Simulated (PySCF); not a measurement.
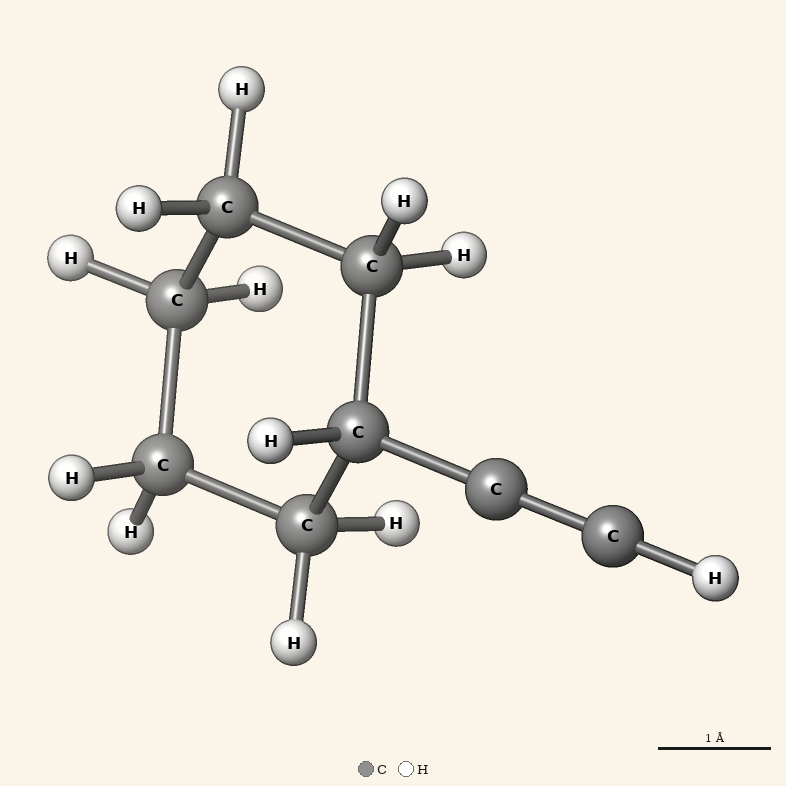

The geometry was computed by an optimisation with PBE0-D3(BJ)/def2-SVP. No frequency run is at hand to confirm it as a minimum.

Question: Give the formula.

Answer: C8H12, 20 atoms: 8 carbon and 12 hydrogen.

Question: Describe its rings.

Answer: Independent rings (smallest set): 1 of 6 members.

Question: Name some functional groups or characteristic bonds that it holds.

Answer: Among them: alkyne.

Question: Count the bonded pairs by element.

Answer: 12 C–H, 8 C–C.

The parts below concern this one geometry. Atoms keep their numbers from picture to picture.

## Symmetry

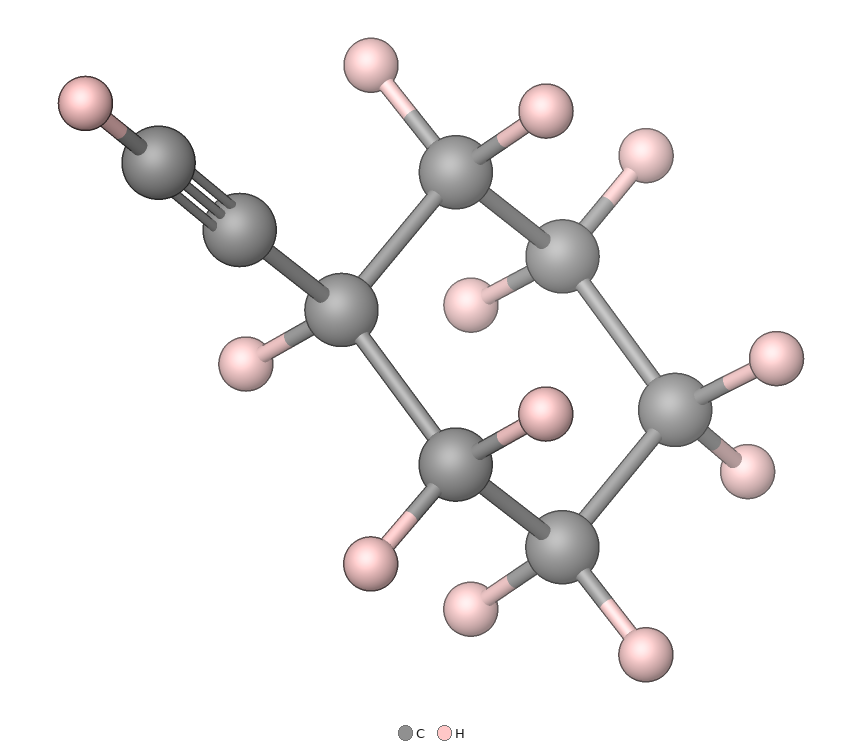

Atoms fade into the background with distance from the viewer. No frequency run is at hand to confirm it as a minimum.

Question: List the symmetry elements and name the point group.

Answer: It has 1 mirror plane, so the point group is Cs. The group has 2 operations. The geometry is achiral, and symmetry allows a dipole moment.

## Bond orders

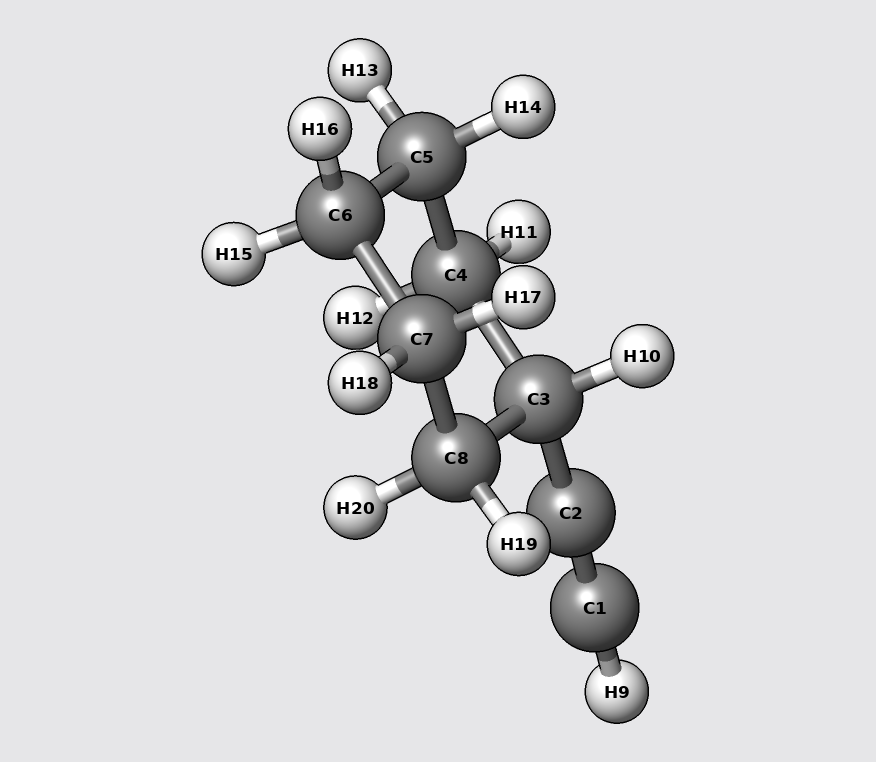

Every bond is drawn as one stick. No frequency run is at hand to confirm it as a minimum. Method: PBE0/def2-TZVP (PySCF 2.14.0).

List the Mayer bond orders of C1–C2, C1–H9, C2–C3, C3–C4, C3–H10, C5–C6, C6–H15, C6–H16, C4–C5, C5–H14, C5–H13, C4–H11, C4–H12 (one bond of each equivalent set).

| bond | Mayer order | length (Å) |
| --- | --- | --- |
| C1–C2 | 2.66 | 1.212 |
| C1–H9 | 0.98 | 1.074 |
| C2–C3 | 1.27 | 1.460 |
| C3–C4 | 1.01 | 1.537 |
| C3–H10 | 0.90 | 1.107 |
| C5–C6 | 1.02 | 1.525 |
| C6–H15 | 0.95 | 1.105 |
| C6–H16 | 0.95 | 1.102 |
| C4–C5 | 1.01 | 1.524 |
| C5–H14 | 0.95 | 1.105 |
| C5–H13 | 0.95 | 1.102 |
| C4–H11 | 0.95 | 1.101 |
| C4–H12 | 0.95 | 1.104 |

## NMR shielding

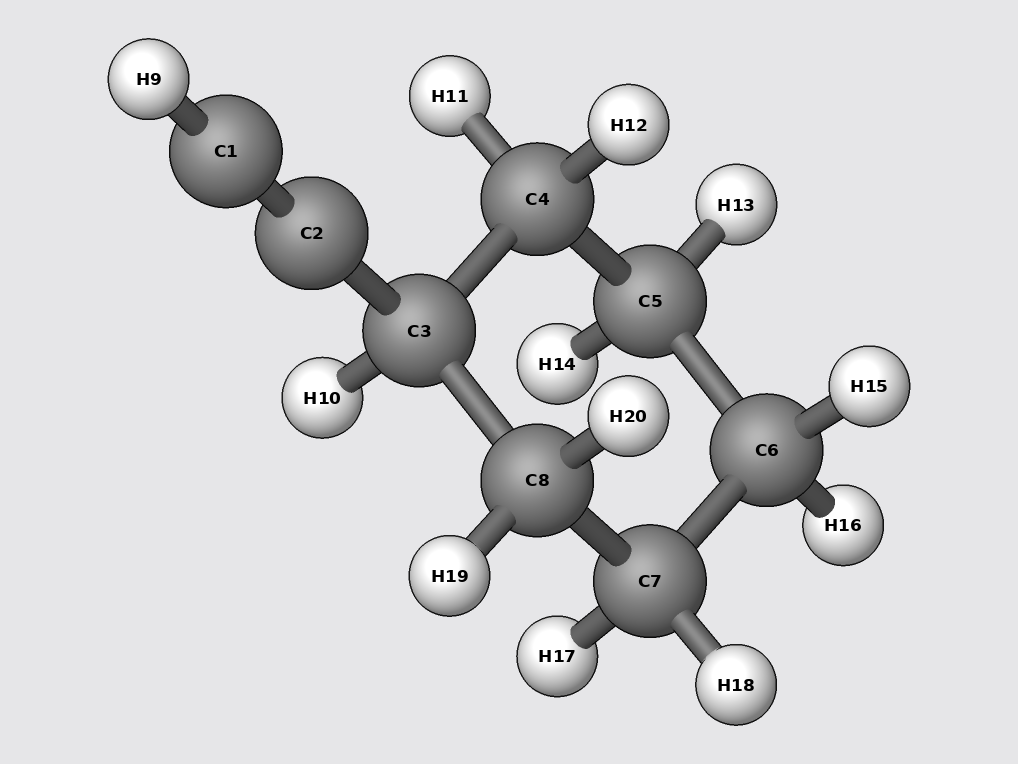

No frequency run is at hand to confirm it as a minimum. Method: GIAO PBE0/cc-pVDZ NMR shielding, non-relativistic, gas phase (PySCF 2.14.0). Principal shieldings σ11 ≤ σ22 ≤ σ33, span Ω = σ33 − σ11, skew κ = 3(σiso − σ22)/Ω.

Question: Which C atom has the most anisotropic shielding?

Answer: C2, with a span of 283 ppm.

Give the shielding tensors of the C atoms.

| atom | σ11 | σ22 | σ33 | σiso | Ω | κ |
| --- | --- | --- | --- | --- | --- | --- |
| C1 | 66.3 | 67.8 | 250.3 | 128.1 | 183.9 | 0.98 |
| C2 | 14.4 | 22.4 | 297.6 | 111.4 | 283.2 | 0.94 |
| C3 | 157.7 | 161.6 | 174.8 | 164.7 | 17.1 | 0.54 |
| C4, C8 | 153.8 | 159.2 | 171.8 | 161.6 | 18.0 | 0.40 |
| C5, C7 | 165.6 | 169.3 | 170.6 | 168.5 | 4.9 | −0.48 |
| C6 | 164.6 | 169.5 | 172.0 | 168.7 | 7.4 | −0.31 |

Shieldings and span in ppm.

## Charges

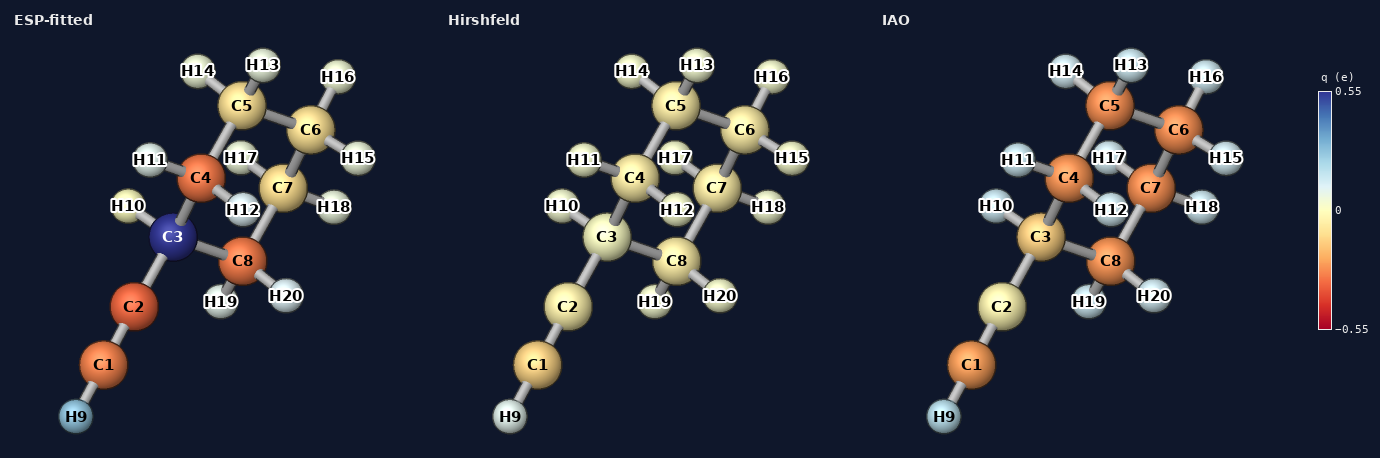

Atomic charges of one calculation by 3 schemes, on one colour scale. No frequency run is at hand to confirm it as a minimum. Computed with PBE0/pcSseg-0 (PySCF 2.14.0).

Question: On which atom do the schemes disagree most?

Answer: On C3 (from −0.14 to 0.55 e).

List the charges (e), one line for each set of equivalent atoms.

| atom | ESP-fitted | Hirshfeld | IAO |
| --- | --- | --- | --- |
| C1 | −0.29 | −0.13 | −0.24 |
| C2 | −0.34 | −0.04 | −0.03 |
| C3 | 0.55 | 0.01 | −0.14 |
| C4, C8 | −0.31 | −0.05 | −0.26 |
| C5, C7 | −0.10 | −0.05 | −0.27 |
| C6 | −0.10 | −0.05 | −0.27 |
| H9 | 0.27 | 0.09 | 0.19 |
| H10 | 0.00 | 0.04 | 0.15 |
| H11, H19 | 0.09 | 0.03 | 0.15 |
| H12, H20 | 0.11 | 0.03 | 0.14 |
| H13, H18 | 0.06 | 0.03 | 0.14 |
| H14, H17 | 0.05 | 0.03 | 0.13 |
| H15 | 0.06 | 0.03 | 0.13 |
| H16 | 0.04 | 0.03 | 0.14 |

## Ring current

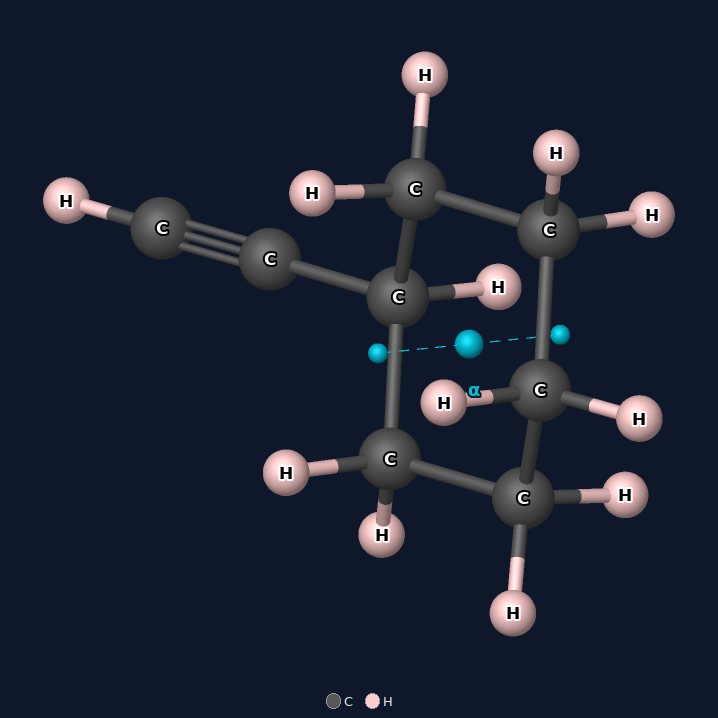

The small points mark where nucleus-independent chemical shifts (NICS) were computed: at the centre of each lettered ring and 1 Å above and below it. No frequency run is at hand to confirm it as a minimum. Level of theory: GIAO PBE0/def2-TZVP NMR shielding, non-relativistic, gas phase (PySCF 2.14.0).

Give NICS(0), NICS(1) and the out-of-plane component NICS(1)zz for each ring (means of the two sides).

```json
{"ring": "α", "members": "C6", "NICS(0)": "−2.7", "NICS(1)": "−2.1", "NICS(1)zz": "3.3"}
```

Values in ppm.

Question: What do the values say about the ring currents?

Answer: Ring α: weak, as in a non-aromatic ring. NICS is one index among several.
